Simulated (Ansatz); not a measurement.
Si2AsH9: several calculations on one system

## 1. Relaxation

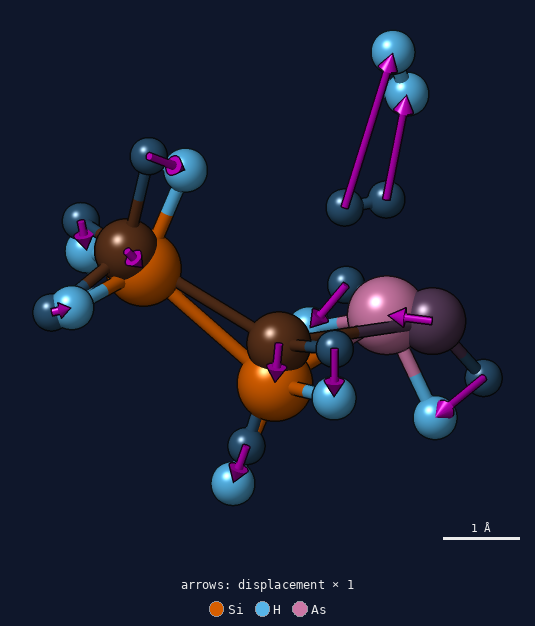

A relaxation of Si₂AsH₉ (started from a transition state, displaced along its imaginary mode). The starting structure is drawn faded, the final one solid; purple arrows show the displacements, at their true length. The two geometries are superimposed by the best rigid fit.

Style: ball-and-stick. Shown at a tilt.

Theory: RKS PBE0-D4/def2-TZVP in Ansatz. Settings: force threshold 0.005 eV/Å; at most 200 steps.

Q: Atoms of which element are displaced furthest, and by how much?

A: Hydrogen: up to 2.27 Å, against 0.61 Å for arsenic.

Q: What did the optimiser do to the structure, and how much energy did it gain?

A: An H atom moves most after the best rigid fit: 2.27 Å. Largest moves by element: H 2.27 Å, As 0.61 Å, Si 0.58 Å. Some distances before and after: H–Si 2.070 → 4.667 Å, As–H 2.262 → 4.044 Å, As–H 1.983 → 3.341 Å, As–Si 2.707 → 2.372 Å. Among the angles between lasting bonds that change: Si–As–H 139.9° → 92.9°, Si–Si–As 132.3° → 108.9°, H–Si–As 98.2° → 112.5°. Groups turn about As–Si by about 35°. The energy falls by 276.2 kJ/mol in 30 accepted moves (34 points after the start). The largest force component goes from 6.7 to 0.0036 eV/Å. The line search rejected the trial steps at points 18, 23, 24, 30 of the run. The forces were under the threshold at step 25, but the run went on from there. Cost: 110 s on 8 threads of Intel Xeon @ 2.50GHz, with other jobs on the host.

## 2. Relaxation

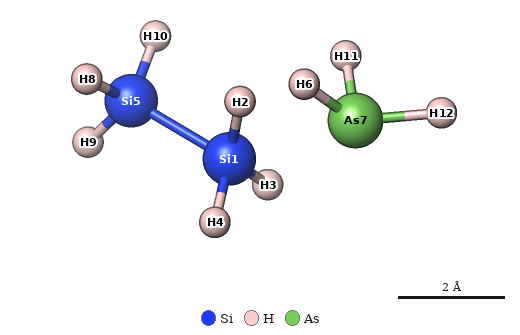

Starting structure of Si2AsH9 (started from a transition state, displaced along its imaginary mode). Style: ball-and-stick. Shown at a tilt.

The calculation used RKS PBE0-D4/def2-TZVP in Ansatz.

Input file:
```yaml
crystal:
  periodic: [false, false, false]
  atoms:
    - {symbol: Si, position_ang: [-0.652854, -0.315271, 0.388728]}
    - {symbol: H, position_ang: [0.832367, -0.150132, 0.561515]}
    - {symbol: H, position_ang: [-1.583610, -0.782783, -0.720829]}
    - {symbol: H, position_ang: [-1.063679, -1.041312, 1.625209]}
    - {symbol: Si, position_ang: [-0.906562, 1.976117, 0.451641]}
    - {symbol: H, position_ang: [1.947786, -1.139595, 0.318885]}
    - {symbol: As, position_ang: [1.128951, -1.995617, -0.643687]}
    - {symbol: H, position_ang: [-0.128371, 2.518294, 1.587096]}
    - {symbol: H, position_ang: [-2.313956, 2.438367, 0.555889]}
    - {symbol: H, position_ang: [-0.340232, 2.534984, -0.805805]}
    - {symbol: H, position_ang: [1.415255, -0.901840, -1.632957]}
    - {symbol: H, position_ang: [1.665005, -3.141312, -1.685584]}
basis:
  gaussian: {orbitals: def2-TZVP}
hamiltonian: {xc: pbe0, dispersion: d4}
relax: {f_tol: 0.005, max_steps: 200}
```

Launched with:
```bash
ansatz run in.yaml --threads 8 --pin off --events-out ev --progress --plain --max-ram 19148MiB
```

### Predict the outcome.

The atom that moves furthest after the best rigid fit is H6 (1.43 Å). Largest moves by element: H 1.43 Å, As 0.86 Å, Si 0.76 Å. Some distances before and after: Si1–As7 2.658 → 3.858 Å, H2–As7 2.224 → 3.307 Å, As7–H12 1.639 → 1.522 Å, Si1–H3 1.522 → 1.487 Å. Among the angles between lasting bonds that change: H6–As7–H12 128.1° → 92.2°, H2–Si1–H3 136.2° → 108.7°, H2–Si1–Si5 89.8° → 109.7°. The energy falls by 178.9 kJ/mol in 54 accepted moves (60 points after the start). Largest force component: 1.5 eV/Å at the start, 0.0047 eV/Å at the end. The line search rejected the trial steps at points 7, 10, 17, 39, 50, 59 of the run. The forces were under the threshold at step 11, but the run went on from there.

Final geometry:

```xyz
12

Si   -0.6098    0.3341    0.2443
H     0.8568    0.3683   -0.0104
H    -1.2938   -0.1589   -0.9804
H    -0.8783   -0.6079    1.3625
Si   -1.3680    2.4796    0.7884
H     2.5785   -2.3894    0.0148
As    1.3772   -2.7943   -0.8260
H    -0.6815    2.9758    2.0116
H    -2.8341    2.4617    1.0415
H    -1.0908    3.4244   -0.3271
H     1.8867   -2.0181   -2.0310
H     2.0573   -4.0755   -1.2881
```

The end point in the same view:

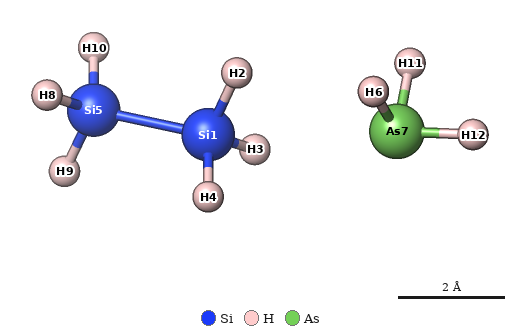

## 3. Reaction

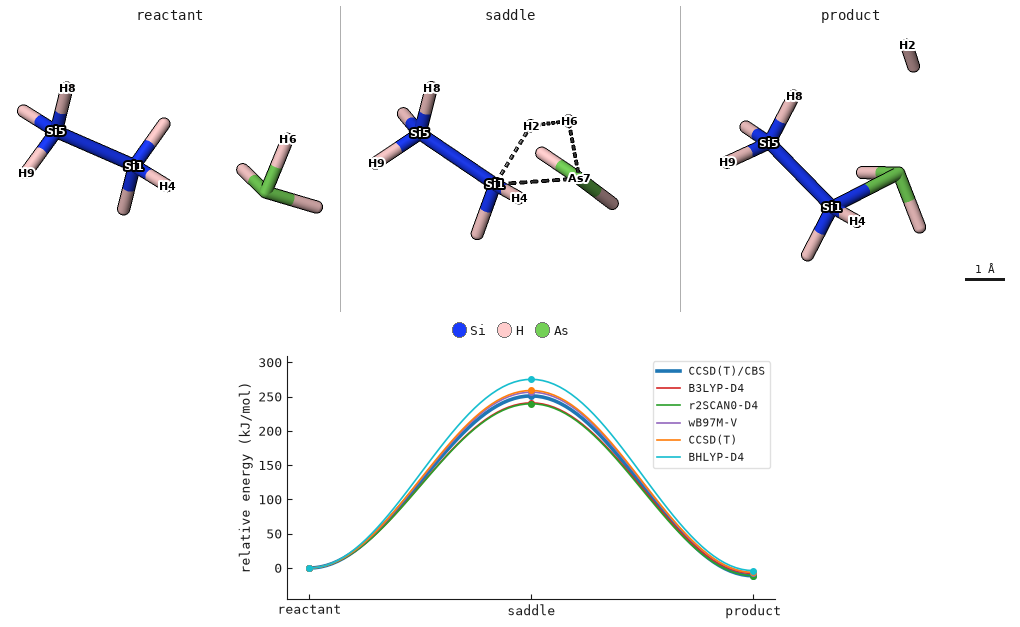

A reaction step of Si2AsH9, with its energy diagram. A stick model, seen at a tilt. Dashed sticks mark bonds that form or break.

Stationary points at PBE0-D4/def2-TZVP, single-point energies with CCSD(T)/CBS, B3LYP-D4, r2SCAN0-D4, wB97M-V, CCSD(T), BHLYP-D4 (def2-TZVPP where no basis is named; Ansatz 0.2.0). The energies are electronic, without zero-point or thermal terms, and both ends are the minima reached downhill from the saddle, with any fragments still in contact. CCSD(T)/CBS stands for a frozen-core estimate: MP2 correlation extrapolated from def2-TZVPP and def2-QZVPP, CCSD(T) minus MP2 from the smaller set.

What happens, and what does it cost?

Answer. Counted by bonded pieces, the reactant holds AsH₃ + Si₂H₆ and the product holds H₂ + Si₂AsH₇. From the reactant over the saddle to the product, bonds form: As–Si (3.86 → 2.68 → 2.37 Å), H–H (3.25 → 1.06 → 0.75 Å). Bonds break: H–Si (1.49 → 1.79 → 4.67 Å), As–H (1.52 → 1.73 → 3.34 Å). The saddle has one imaginary mode, 1401i cm⁻¹. With CCSD(T)/CBS the barrier is 251.1 kJ/mol from the reactant and 262.5 kJ/mol from the product, and the product lies 11.4 kJ/mol below the reactant.

```tsv
level	barrier from the reactant (kJ/mol)	barrier from the product (kJ/mol)	the product less the reactant (kJ/mol)
CCSD(T)/CBS	251.1	262.5	−11.4
B3LYP-D4	240.9	248.9	−8.0
r2SCAN0-D4	239.7	250.9	−11.3
wB97M-V	256.6	263.3	−6.7
CCSD(T)	259.1	265.6	−6.5
BHLYP-D4	275.3	279.1	−3.8
```

Against CCSD(T)/CBS, wB97M-V comes closest on the barrier from the reactant (+5.5 kJ/mol) and BHLYP-D4 misses most (+24.2 kJ/mol).

Limits of the set-up: the start holds two separate molecules, 3.3 Å apart at their closest, whose relative position is a soft coordinate.
